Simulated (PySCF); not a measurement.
## What a change does: NMR shielding calculation on C6H9NS

System: C6H9NS, SMILES CC(C)c1cscn1.
Method of the first run: GIAO PBE0/pcSseg-1 NMR shielding, non-relativistic, gas phase (PySCF 2.14.0).

The geometry comes from this level: GFN2-xTB. Text and figures count atoms from 1; the logs count them from 0 in places.

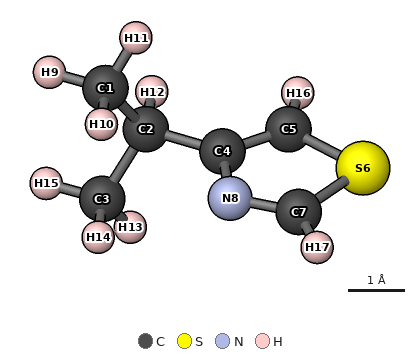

Fig. 1: The input geometry (ball-and-stick view, seen at a tilt; atoms are numbered from 1 in the order of the input).

Input file, the first run:
```
{"job": {"kind": "nmr", "xc": "PBE0", "basis": "pcSseg-1"}, "charge": 0, "multiplicity": 1}
C     -1.625682     0.186414     1.125017
C     -0.817201     0.185347    -0.173307
C     -1.015356    -1.127895    -0.931706
C      0.636081     0.366586     0.142457
C      1.429860     1.390998    -0.274783
S      3.034880     1.206942     0.318576
C      2.507412    -0.255561     1.093935
N      1.276611    -0.550996     0.917305
H     -2.681806     0.041234     0.910666
H     -1.281904    -0.617193     1.771109
H     -1.503929     1.131063     1.650909
H     -1.140776     1.021032    -0.803218
H     -0.459792    -1.117099    -1.867010
H     -0.658810    -1.957427    -0.326627
H     -2.069107    -1.277679    -1.154430
H      1.171142     2.230478    -0.887221
H      3.191380    -0.844214     1.671698
```

The first line tells a small driver script what to run in PySCF; the rest is the geometry in Å.

Launched with:
```bash
OMP_NUM_THREADS=1 python <driver script> task.json out
```

Hardware: 1 CPU thread, shared host.

Output (the first run):
```
coarse grid: 14784 points
cycle   1  E = -686.3594302527  dE =  1.280e+00  |g| = 4.375e-01  |ddm| = 3.843e+00
cycle   2  E = -686.2973593558  dE =  6.207e-02  |g| = 6.707e-01  |ddm| = 1.081e+00
cycle   3  E = -686.4056810792  dE = -1.083e-01  |g| = 1.442e-01  |ddm| = 7.853e-01
cycle   4  E = -686.4103668759  dE = -4.686e-03  |g| = 3.672e-02  |ddm| = 1.513e-01
cycle   5  E = -686.4106522338  dE = -2.854e-04  |g| = 1.328e-02  |ddm| = 4.614e-02
cycle   6  E = -686.4106910847  dE = -3.885e-05  |g| = 5.792e-03  |ddm| = 1.749e-02
cycle   7  E = -686.4107000398  dE = -8.955e-06  |g| = 8.945e-04  |ddm| = 6.409e-03
final grid: 138336 points
cycle   8  E = -686.4605124891  dE = -3.351e-05  |g| = 1.064e-02  |ddm| = 3.648e-02
cycle   9  E = -686.4604666584  dE =  4.583e-05  |g| = 1.670e-02  |ddm| = 2.741e-02
cycle  10  E = -686.4605392674  dE = -7.261e-05  |g| = 3.121e-03  |ddm| = 2.015e-02
cycle  11  E = -686.4605416616  dE = -2.394e-06  |g| = 3.255e-04  |ddm| = 2.980e-03
cycle  12  E = -686.4605416839  dE = -2.232e-08  |g| = 1.354e-04  |ddm| = 4.868e-04
cycle  13  E = -686.4605416882  dE = -4.344e-09  |g| = 3.587e-05  |ddm| = 1.476e-04
cycle  14  E = -686.4605416885  dE = -3.081e-10  |g| = 9.175e-06  |ddm| = 4.857e-05
converged SCF energy = -686.4605416885

GIAO shielding tensors (ppm)
atom      isotropic    diamagn.    paramagn.     s11        s22        s33       span
  0 C      161.429     246.892     -85.463    147.174    153.039    184.073     36.900
  1 C      150.580     241.158     -90.578    140.870    149.772    161.098     20.228
  2 C      161.457     247.151     -85.695    147.238    153.064    184.068     36.830
  3 C       19.088     256.516    -237.428    -61.419     18.210    100.473    161.892
  4 C       66.651     256.622    -189.970    -12.665     75.439    137.179    149.844
  5 S      233.609    1056.929    -823.320      8.082    313.292    379.453    371.371
  6 C       29.656     256.979    -227.324    -47.816     30.004    106.778    154.594
  7 N      -87.416     328.621    -416.036   -385.016   -115.371    238.141    623.157
  8 H       30.508      29.745       0.763     26.566     27.556     37.402     10.836
  9 H       29.804      30.107      -0.304     25.312     29.336     34.763      9.452
 10 H       30.503      29.909       0.594     26.226     28.692     36.592     10.365
 11 H       28.739      32.514      -3.775     24.673     27.833     33.710      9.037
 12 H       30.506      30.352       0.153     26.233     28.691     36.593     10.361
 13 H       29.800      30.385      -0.585     25.305     29.334     34.762      9.458
 14 H       30.507      30.040       0.467     26.561     27.559     37.402     10.841
 15 H       24.907      32.639      -7.732     21.502     25.839     27.379      5.877
 16 H       23.370      29.677      -6.307     19.782     22.875     27.454      7.672
```

For the second run the input was changed thus:
```diff
-"basis": "pcSseg-1"
+"basis": "6-311G**"
+"solvent": "acetone"
+"pop": false
+"scf": {"damp": 0.2}
```

What does this change do to the results?

The total energies belong to different models, so their difference says nothing on which is more stable or more accurate. The HOMO goes from −7.05 to −6.93 eV. The LUMO goes from −0.70 to −0.58 eV. The dipole moment goes from 1.09 to 1.59 D. Of all shieldings, the largest change is that of N8, by +16.1 ppm. The SCF takes 16 iterations against 14. The basis functions go from 188 to 206.

Output (the second run):
```
damping 0.20 in the first 6 cycles
final grid: 138336 points
cycle   1  E = -686.5496682577  dE =  1.262e+00  |g| = 4.382e-01  |ddm| = 3.400e+00
cycle   2  E = -686.5607795271  dE = -1.111e-02  |g| = 3.849e-01  |ddm| = 6.274e-01
cycle   3  E = -686.5543839785  dE =  6.396e-03  |g| = 4.247e-01  |ddm| = 6.156e-01
cycle   4  E = -686.5331703642  dE =  2.121e-02  |g| = 5.186e-01  |ddm| = 7.222e-01
cycle   5  E = -686.5011496928  dE =  3.202e-02  |g| = 6.476e-01  |ddm| = 8.726e-01
cycle   6  E = -686.2295371539  dE =  2.716e-01  |g| = 1.232e+00  |ddm| = 1.492e+00
cycle   7  E = -685.4632006057  dE =  7.663e-01  |g| = 2.244e+00  |ddm| = 2.475e+00
cycle   8  E = -686.5899280830  dE = -1.127e+00  |g| = 1.698e-01  |ddm| = 1.507e+00
cycle   9  E = -686.5917842912  dE = -1.856e-03  |g| = 1.399e-01  |ddm| = 1.842e-01
cycle  10  E = -686.5965308336  dE = -4.747e-03  |g| = 1.378e-02  |ddm| = 1.047e-01
cycle  11  E = -686.5965723852  dE = -4.155e-05  |g| = 6.931e-03  |ddm| = 1.772e-02
cycle  12  E = -686.5965836859  dE = -1.130e-05  |g| = 1.278e-03  |ddm| = 5.498e-03
cycle  13  E = -686.5965840748  dE = -3.888e-07  |g| = 5.012e-04  |ddm| = 1.606e-03
cycle  14  E = -686.5965841362  dE = -6.146e-08  |g| = 1.033e-04  |ddm| = 4.833e-04
cycle  15  E = -686.5965841390  dE = -2.786e-09  |g| = 3.677e-05  |ddm| = 1.299e-04
cycle  16  E = -686.5965841393  dE = -3.149e-10  |g| = 9.164e-06  |ddm| = 4.242e-05
converged SCF energy = -686.5965841393

GIAO shielding tensors (ppm)
atom      isotropic    diamagn.    paramagn.     s11        s22        s33       span
  0 C      165.988     246.341     -80.353    152.348    156.789    188.828     36.480
  1 C      154.188     240.037     -85.849    144.170    154.027    164.367     20.197
  2 C      166.013     246.618     -80.604    152.408    156.809    188.822     36.414
  3 C       24.425     256.445    -232.021    -54.911     25.005    103.180    158.091
  4 C       70.705     259.373    -188.669     -7.151     76.824    142.442    149.593
  5 S      241.006    1055.045    -814.039     19.350    321.968    381.701    362.352
  6 C       32.633     258.419    -225.786    -42.809     28.803    111.905    154.714
  7 N      -71.297     326.868    -398.165   -352.351   -102.796    241.256    593.606
  8 H       30.726      30.292       0.434     26.847     27.864     37.466     10.620
  9 H       30.425      30.455      -0.029     26.018     30.008     35.250      9.232
 10 H       30.826      30.212       0.614     26.621     29.068     36.789     10.167
 11 H       28.695      32.291      -3.596     24.601     27.709     33.775      9.175
 12 H       30.828      30.580       0.248     26.628     29.066     36.790     10.163
 13 H       30.422      30.751      -0.329     26.012     30.006     35.249      9.238
 14 H       30.725      30.576       0.149     26.841     27.867     37.466     10.625
 15 H       24.852      31.867      -7.014     21.464     25.644     27.449      5.984
 16 H       23.336      29.205      -5.869     19.781     22.919     27.307      7.525
```

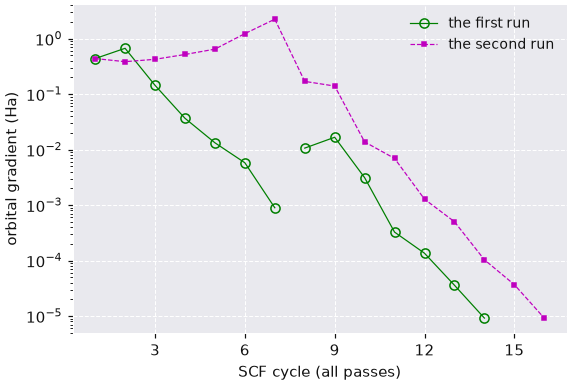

Fig. 2: Convergence of the two runs: orbital gradient against the SCF cycle. A break in a curve parts two SCF passes (coarse and final grid). The first run takes 14 cycles in all, and the second run takes 16.

The two runs side by side:

```csv
quantity,the first run,the second run
outcome,converged,converged
total energy (hartree),−686.460542,−686.596584
HOMO (eV),−7.05,−6.93
LUMO (eV),−0.70,−0.58
dipole moment (D),1.09,1.59
shielding of C1 (ppm),161.4,166.0
shielding of C2 (ppm),150.6,154.2
shielding of C3 (ppm),161.5,166.0
shielding of C4 (ppm),19.1,24.4
shielding of C5 (ppm),66.7,70.7
shielding of S6 (ppm),233.6,241.0
shielding of N8 (ppm),−87.4,−71.3
SCF iterations,14,16
basis functions,188,206
wall time (shared host),27 s,39 s
```
